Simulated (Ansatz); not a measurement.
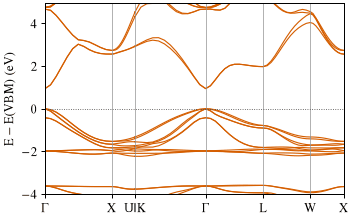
Figure. Band structure from the program Ansatz at the PBE with spin–orbit coupling level (PAW)

The gap is 0.94 eV; an edge lies off the plotted path or next to a special point (maximum on the Γ–X line, 1 % of the way from Γ, minimum at Γ).

The material is CuI (zinc blende, F-43m).

Symmetry was held in the PBE relaxation. No spin polarisation was allowed.

Potentials: the earlier of the program's two PAW sets.
